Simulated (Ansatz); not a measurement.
# CH3BClFOSi: geometry relaxation (part 2 of 2)

CH3BClFOSi; RKS B3LYP-D4/def2-SVP (Ansatz 0.2.0). It belongs to a series of runs on one base structure; here: end point B relaxed.

Geometry of the input (Å):
```
F  1.3341  -1.8164  -0.3292
C  0.9794  -0.4328  -0.2014
O  0.3842  0.0712  -1.3876
B  -0.8191  0.6047  -0.8762
Cl -1.8460  2.1129  -1.2827
Si -0.4488  -0.1746  0.8586
H  1.8914  0.1717  0.1155
H  -1.8703  0.1402  -1.0957
H  -0.2327  0.8285  1.9570
```

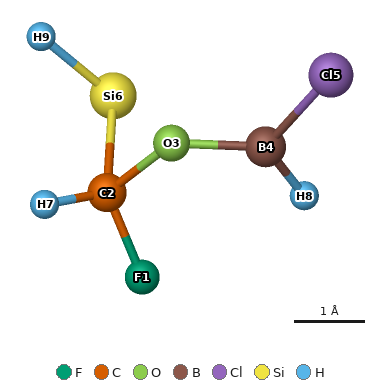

Fig. 1: The geometry at step 16 of the log (ball-and-stick view, seen at a tilt; atoms are numbered from 1 in the order of the input).

## Trajectory as extended XYZ, continued
```
9
Properties=species:S:1:pos:R:3:forces:R:3 step=8 energy=-26915.49132
F     0.8185   -1.6552   -0.3588    0.0085   0.6682  -0.0225
C     0.9063   -0.2696   -0.0879    0.5402  -0.4699  -0.3630
O     0.3948    0.5151   -1.1304   -2.1955  -0.0537   0.2024
B    -1.0902    0.5543   -1.2820    2.2783   0.4511  -0.1935
Cl   -1.7423    2.1502   -1.6965    0.0678  -0.2428   0.0263
Si   -0.4485    0.1647    1.1925    0.0139  -0.0434   0.9188
H     1.9912   -0.0260    0.0233   -0.4943  -0.1561  -0.0416
H    -1.7452   -0.4228   -1.4468   -0.0722  -0.1945   0.0589
H     0.2876    0.4948    2.5450   -0.1467   0.0411  -0.5856
9
Properties=species:S:1:pos:R:3:forces:R:3 step=9 energy=-26915.75964
F     0.7204   -1.6225   -0.4301    0.1144   0.6510  -0.0158
C     0.8476   -0.2711   -0.0458   -0.0873  -0.6245  -0.4412
O     0.3619    0.6092   -1.0378   -1.9417  -0.2514  -0.0387
B    -1.0354    0.5582   -1.3798    1.7929   0.5360   0.1557
Cl   -1.7799    2.1207   -1.7341    0.0627  -0.2177  -0.1224
Si   -0.4823    0.0641    1.3145    0.5631   0.1830   1.1423
H     1.9203   -0.0601    0.0698    0.0278  -0.0539   0.0396
H    -1.6462   -0.4578   -1.5137    0.0033  -0.0635   0.0327
H     0.4658    0.5646    2.5153   -0.5352  -0.1591  -0.7523
9
Properties=species:S:1:pos:R:3:forces:R:3 step=10 energy=-26915.92888
F     0.6733   -1.5945   -0.5547    0.0203   0.8907   0.2614
C     0.7863   -0.2935   -0.0336    0.1591  -0.6026  -0.4395
O     0.2590    0.6753   -0.9400    1.7758  -0.2329   1.4418
B    -0.9817    0.5793   -1.3656   -1.9110   0.2388  -1.4326
Cl   -1.7619    2.0971   -1.8799    0.0262  -0.2350  -0.0002
Si   -0.4530   -0.0585    1.4647    0.4650   0.2480   0.8060
H     1.8570   -0.0744    0.0674    0.0735  -0.0271  -0.0199
H    -1.5530   -0.4642   -1.5203   -0.1159   0.0740   0.1795
H     0.5462    0.6388    2.5205   -0.4929  -0.3539  -0.7964
9
Properties=species:S:1:pos:R:3:forces:R:3 step=11 energy=-26916.08954
F     0.6467   -1.5486   -0.6037    0.0321   0.6038   0.1229
C     0.7610   -0.3025    0.0232   -0.0660  -0.4779  -0.4977
O     0.2354    0.7407   -0.8046   -0.6007  -0.5127   0.1284
B    -0.9791    0.6004   -1.4285    0.2520   0.3835   0.3851
Cl   -1.7658    2.0824   -1.9916    0.1864  -0.1890  -0.0964
Si   -0.4393   -0.2102    1.5858    0.9552   0.5856   0.2539
H     1.8410   -0.0982    0.1242   -0.1325   0.0047   0.0713
H    -1.5579   -0.4454   -1.5132    0.0704  -0.0010  -0.0739
H     0.6301    0.6869    2.3667   -0.6967  -0.3970  -0.2935
9
Properties=species:S:1:pos:R:3:forces:R:3 step=12 energy=-26916.19359
F     0.6218   -1.4947   -0.7387    0.2181  -0.0248   0.0072
C     0.7711   -0.3534    0.0045   -0.1107  -0.0630   0.4769
O     0.1786    0.7473   -0.6684   -0.0539   0.1831  -0.0417
B    -0.9889    0.6186   -1.3552    0.0215  -0.2169   0.2143
Cl   -1.6936    2.0581   -2.0643    0.0124   0.0559  -0.0586
Si   -0.3876   -0.2657    1.6025    0.3606   0.1986  -0.1138
H     1.8453   -0.1234    0.1292   -0.1158  -0.1104  -0.2152
H    -1.5268   -0.4515   -1.4219   -0.1297   0.1262  -0.1718
H     0.5524    0.7700    2.2708   -0.2024  -0.1488  -0.0974
9
Properties=species:S:1:pos:R:3:forces:R:3 step=13 energy=-26916.21321
F     0.6534   -1.5021   -0.7340    0.0339  -0.0266   0.0056
C     0.7790   -0.3602    0.0123    0.1204  -0.0239   0.2500
O     0.1701    0.7377   -0.6546   -0.3558   0.0937  -0.0330
B    -1.0147    0.6199   -1.3247    0.3219  -0.1199  -0.0732
Cl   -1.6651    2.0644   -2.0843   -0.0096   0.0033   0.0695
Si   -0.3665   -0.2774    1.6053    0.1300   0.0824  -0.0944
H     1.8518   -0.1177    0.1027   -0.0686  -0.0449  -0.0634
H    -1.5639   -0.4402   -1.4367   -0.1097   0.0991   0.0076
H     0.5281    0.7810    2.2723   -0.0625  -0.0631  -0.0687
9
Properties=species:S:1:pos:R:3:forces:R:3 step=14 energy=-26916.22483
F     0.6697   -1.5111   -0.7398    0.0037  -0.0016   0.0137
C     0.7925   -0.3778    0.0191    0.1224  -0.0690   0.1654
O     0.1601    0.7246   -0.6231   -0.1990   0.0895  -0.0644
B    -1.0097    0.6130   -1.3138    0.0987  -0.0471  -0.0585
Cl   -1.6562    2.0765   -2.0457    0.0105  -0.0317   0.0634
Si   -0.3665   -0.2760    1.5889    0.0196   0.0138  -0.0692
H     1.8622   -0.1255    0.0942   -0.0227  -0.0199  -0.0269
H    -1.5734   -0.4372   -1.4433   -0.0444   0.0661  -0.0206
H     0.4935    0.8189    2.2218    0.0113  -0.0001  -0.0028
9
Properties=species:S:1:pos:R:3:forces:R:3 step=15 energy=-26916.23053
F     0.6830   -1.5268   -0.7260   -0.0286   0.0239   0.0218
C     0.8039   -0.3900    0.0283    0.0887  -0.0810  -0.0103
O     0.1524    0.7093   -0.6108   -0.0362  -0.0054  -0.0140
B    -1.0053    0.6033   -1.3189   -0.0600  -0.0184   0.0214
Cl   -1.6594    2.0892   -1.9917   -0.0108   0.0278  -0.0130
Si   -0.3682   -0.2615    1.5750   -0.0451  -0.0012  -0.0027
H     1.8715   -0.1312    0.0856    0.0123   0.0196   0.0129
H    -1.5823   -0.4348   -1.4805    0.0466   0.0165  -0.0280
H     0.4765    0.8478    2.1972    0.0330   0.0182   0.0118
9
Properties=species:S:1:pos:R:3:forces:R:3 step=16 energy=-26916.23353
F     0.6711   -1.5408   -0.7019   -0.0120   0.0057  -0.0220
C     0.8042   -0.3965    0.0355    0.1367  -0.0551  -0.0009
O     0.1454    0.6995   -0.6052   -0.0381  -0.0076   0.0321
B    -1.0063    0.5983   -1.3247    0.0013   0.0472  -0.0334
Cl   -1.6824    2.0976   -1.9461   -0.0083   0.0282  -0.0027
Si   -0.3716   -0.2374    1.5764    0.0023   0.0217  -0.0092
H     1.8760   -0.1377    0.0803   -0.1038  -0.0067   0.0100
H    -1.5556   -0.4395   -1.5487    0.0121  -0.0545   0.0065
H     0.4914    0.8619    2.1927    0.0099   0.0212   0.0196
9
Properties=species:S:1:pos:R:3:forces:R:3 step=17 energy=-26916.23605
F     0.6583   -1.5558   -0.6922    0.0126   0.0051   0.0006
C     0.8076   -0.4152    0.0434    0.1010   0.0004   0.0013
O     0.1297    0.6844   -0.5797    0.0488  -0.0029   0.0663
B    -1.0040    0.5912   -1.3276   -0.0826   0.0362  -0.0903
Cl   -1.7031    2.1092   -1.8822    0.0045  -0.0316   0.0091
Si   -0.3725   -0.2065    1.5738   -0.0005   0.0095  -0.0097
H     1.8794   -0.1514    0.0726   -0.1302  -0.0275  -0.0089
H    -1.5186   -0.4492   -1.6234    0.0331   0.0107   0.0269
H     0.4954    0.8987    2.1737    0.0133   0.0001   0.0046
9
Properties=species:S:1:pos:R:3:forces:R:3 step=18 energy=-26916.23574 accepted=F
F     0.6486   -1.5542   -0.6919   -0.0245   0.0380  -0.0640
C     0.8032   -0.4140    0.0424    0.1271  -0.0516   0.1679
O     0.1215    0.6939   -0.5602   -0.0199  -0.0749  -0.0883
B    -1.0006    0.5920   -1.3286   -0.0515   0.0803  -0.0310
Cl   -1.7070    2.1044   -1.8854    0.0022  -0.0260   0.0066
Si   -0.3722   -0.2053    1.5777    0.0335   0.0223  -0.0212
H     1.8756   -0.1567    0.0653   -0.1044   0.0109  -0.0018
H    -1.5006   -0.4526   -1.6313    0.0327   0.0029   0.0108
H     0.5034    0.8979    2.1703    0.0049  -0.0020   0.0208
9
Properties=species:S:1:pos:R:3:forces:R:3 step=20 energy=-26916.23694
F     0.6409   -1.5502   -0.6925    0.0261  -0.0074   0.0417
C     0.7999   -0.4148    0.0496   -0.0561  -0.0198  -0.0975
O     0.1211    0.6904   -0.5682    0.0017   0.0132   0.0638
B    -1.0010    0.5913   -1.3363   -0.0049  -0.0110  -0.0216
Cl   -1.7166    2.1005   -1.8830   -0.0097   0.0188  -0.0075
Si   -0.3749   -0.1896    1.5813    0.0217  -0.0028  -0.0097
H     1.8677   -0.1536    0.0676    0.0236  -0.0061   0.0228
H    -1.4891   -0.4559   -1.6482    0.0024   0.0049   0.0085
H     0.5242    0.8874    2.1880   -0.0049   0.0103  -0.0004
9
Properties=species:S:1:pos:R:3:forces:R:3 step=21 energy=-26916.23715
F     0.6423   -1.5545   -0.6937   -0.0115   0.0195  -0.0008
C     0.7994   -0.4193    0.0470   -0.0229  -0.0169   0.0514
O     0.1140    0.6901   -0.5550   -0.0407  -0.0188  -0.0350
B    -1.0040    0.5925   -1.3324    0.0461   0.0144  -0.0241
Cl   -1.7161    2.1038   -1.8810   -0.0024  -0.0183   0.0182
Si   -0.3702   -0.1913    1.5824    0.0055   0.0026  -0.0095
H     1.8665   -0.1577    0.0662    0.0379   0.0175  -0.0035
H    -1.4812   -0.4562   -1.6554   -0.0132   0.0118   0.0099
H     0.5214    0.8979    2.1802    0.0013  -0.0118  -0.0066
9
Properties=species:S:1:pos:R:3:forces:R:3 step=22 energy=-26916.23744
F     0.6432   -1.5565   -0.6899    0.0036   0.0051   0.0024
C     0.8006   -0.4206    0.0492   -0.0143  -0.0028   0.0069
O     0.1152    0.6866   -0.5583    0.0082  -0.0070  -0.0046
B    -1.0007    0.5914   -1.3371   -0.0219   0.0027   0.0028
Cl   -1.7199    2.1054   -1.8696    0.0067  -0.0168  -0.0002
Si   -0.3729   -0.1878    1.5800    0.0092   0.0025  -0.0024
H     1.8686   -0.1575    0.0690   -0.0006   0.0009  -0.0049
H    -1.4834   -0.4554   -1.6606    0.0117   0.0186  -0.0013
H     0.5215    0.8997    2.1756   -0.0026  -0.0031   0.0012
9
Properties=species:S:1:pos:R:3:forces:R:3 step=23 energy=-26916.23746
F     0.6419   -1.5570   -0.6881   -0.0001  -0.0043  -0.0015
C     0.7998   -0.4208    0.0499    0.0027   0.0030   0.0055
O     0.1140    0.6858   -0.5576   -0.0014  -0.0020  -0.0060
B    -1.0007    0.5909   -1.3383   -0.0046   0.0355   0.0105
Cl   -1.7214    2.1053   -1.8682    0.0086  -0.0180   0.0016
Si   -0.3712   -0.1879    1.5824    0.0023   0.0010  -0.0021
H     1.8680   -0.1578    0.0681   -0.0061   0.0005  -0.0024
H    -1.4809   -0.4541   -1.6657   -0.0021  -0.0142  -0.0081
H     0.5227    0.9009    2.1758    0.0006  -0.0016   0.0024
9
Properties=species:S:1:pos:R:3:forces:R:3 step=24 energy=-26916.23748
F     0.6408   -1.5571   -0.6874    0.0005   0.0063   0.0032
C     0.7988   -0.4202    0.0502   -0.0034  -0.0092  -0.0014
O     0.1124    0.6859   -0.5570    0.0163   0.0201   0.0091
B    -1.0010    0.5924   -1.3383   -0.0185  -0.0163  -0.0129
Cl   -1.7217    2.1045   -1.8717    0.0046  -0.0005   0.0033
Si   -0.3705   -0.1879    1.5839    0.0023  -0.0013   0.0009
H     1.8666   -0.1564    0.0667    0.0024  -0.0016   0.0006
H    -1.4787   -0.4543   -1.6665   -0.0042   0.0017  -0.0041
H     0.5255    0.8984    2.1785   -0.0001   0.0009   0.0013
9
Properties=species:S:1:pos:R:3:forces:R:3 step=25 energy=-26916.23750
F     0.6402   -1.5567   -0.6873   -0.0004   0.0005   0.0019
C     0.7987   -0.4201    0.0503   -0.0026  -0.0008  -0.0011
O     0.1124    0.6864   -0.5569    0.0015   0.0041   0.0019
B    -1.0012    0.5916   -1.3388   -0.0006   0.0022  -0.0009
Cl   -1.7219    2.1043   -1.8708    0.0019  -0.0015   0.0010
Si   -0.3700   -0.1874    1.5844   -0.0004  -0.0016   0.0000
H     1.8666   -0.1570    0.0668    0.0024   0.0008  -0.0002
H    -1.4786   -0.4545   -1.6685   -0.0027  -0.0037  -0.0023
H     0.5260    0.8988    2.1793    0.0010   0.0001  -0.0003
```

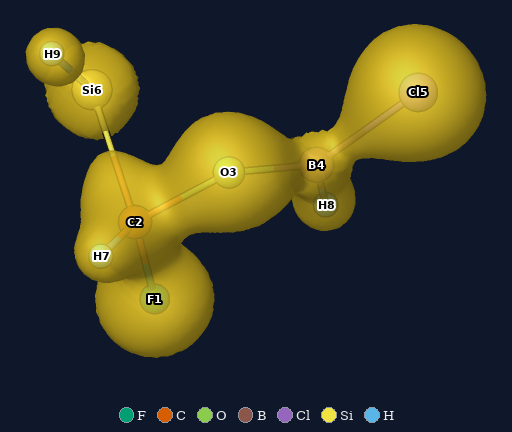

Fig. 2: Isosurface of the electron density at 0.8 e/Å³ (yellow), seen at a tilt. At this value the surface falls into three separate pieces. On the grid the lowest density along these lines, outside the cores, is 1.4 e/Å³ (B–O, 1.36 Å), 1.7 e/Å³ (C–F, 1.36 Å), 1.6 e/Å³ (C–O, 1.44 Å) and 0.97 e/Å³ (B–Cl, 1.76 Å).

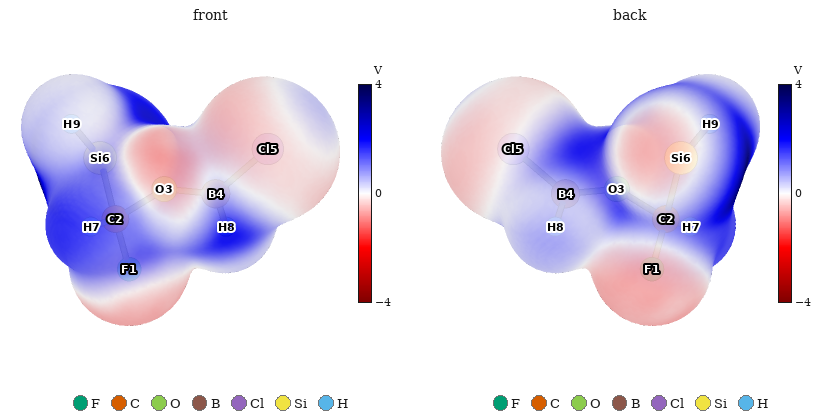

Fig. 3: The electrostatic potential painted on the density surface at 0.004 e/bohr³, seen face on and from behind; the colour scale runs from red (negative) to blue (positive).
